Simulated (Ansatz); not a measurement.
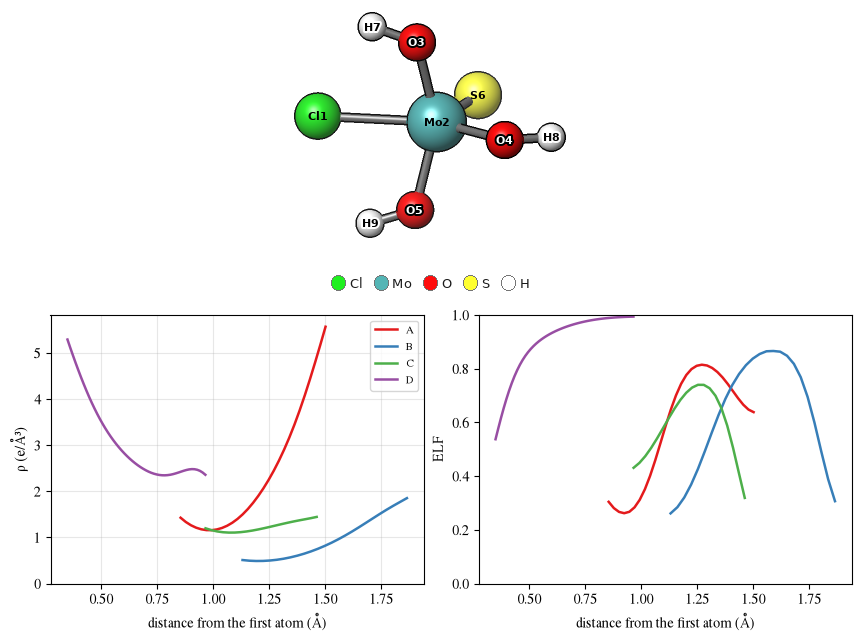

Figure 1: ClH3MoO3S (SMILES [OH][Mo]([OH])([OH])(=[S])[Cl]). Electron density and ELF along straight lines between neighbouring atoms. The curves leave out the atomic cores. The structure is drawn too.

Geometry: PBE0-D4/def2-SVP; core potentials replace the inner electrons of Mo.

Computed with Ansatz 0.2.0, isolated molecule in a Gaussian basis; Kohn-Sham density functional theory, functional PBE0.

The calculation's input:

```
crystal:
  periodic: [false, false, false]
  atoms:
    - symbol: Cl
      position_ang: [-0.260571, 2.242305, 0.388238]
    - symbol: Mo
      position_ang: [0.126733, -0.127712, -0.068596]
    - symbol: O
      position_ang: [1.110767, 0.117955, 1.489093]
    - symbol: O
      position_ang: [-0.313552, -1.871329, 0.353798]
    - symbol: O
      position_ang: [-1.465850, 0.172179, -0.978290]
    - symbol: S
      position_ang: [1.569997, -0.194398, -1.575700]
    - symbol: H
      position_ang: [1.139464, 0.982506, 1.922980]
    - symbol: H
      position_ang: [0.049689, -2.680691, -0.025813]
    - symbol: H
      position_ang: [-1.883548, 1.045087, -0.968499]
basis:
  gaussian:
    orbitals: def2-SVPD
hamiltonian:
  xc: {name: PBE0}
output: {forces: true, orbitals: {seedname: orbitals}}
```

Launched as:

```sh
ansatz run input.yaml --threads 2 --pin off --max-ram 5220MiB --events-out events.jsonl --progress --plain --runs-dir runs
```

**Which curve belongs to which contact (Mo–Cl, Mo–O, Mo–S and O–H)? The first atom named is at distance zero.**

Curve A: Mo–O (1.85 Å): the density is about 1.2 e/Å³ at the midpoint; the ELF peaks at about 0.80 in the valence shell of O, 0.6 Å from its nucleus, and drops to about 0.25 between the two atoms. Curve B: Mo–Cl (2.44 Å): ρ is about 0.49 e/Å³ halfway; the ELF peaks at about 0.85 in the valence shell of Cl, 0.9 Å from its nucleus, and is about 0.35 at the midpoint. Curve C: Mo–S (2.09 Å): ρ is about 1.1 e/Å³ halfway; the ELF peaks at about 0.75 in the valence shell of S, 0.8 Å from its nucleus, and is about 0.50 at the midpoint. Curve D: O–H (0.96 Å): ρ at the midpoint is about 3.7 e/Å³; the ELF climbs to about 1 towards the hydrogen, as it does in any bond to H: a covalent bond by its length.
